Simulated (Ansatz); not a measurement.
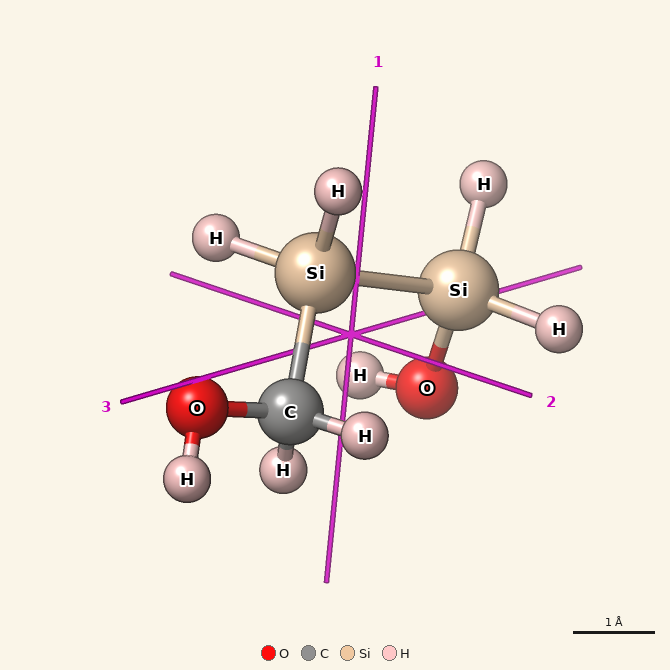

The three principal axes of inertia are drawn and numbered. Atoms fade into the background with distance from the viewer. The geometry was computed by an optimisation with PBE-D4/def2-SVP. No frequency run is at hand to confirm it as a minimum. Masses are those of the most abundant isotopes; constants are for the rigid equilibrium geometry.

Q: Which line is the a axis (least moment of inertia), which b and which c?

A: a is line 3, b is line 1, c is line 2; the moments are 84.3, 380, 427 u Å².

Q: Classify the rotor and give the rotational constants (cm⁻¹).

A: An asymmetric top (C1): A = 0.200, B = 0.0444, C = 0.0395 cm⁻¹. Ray's parameter κ is −0.94, close to the prolate limit.
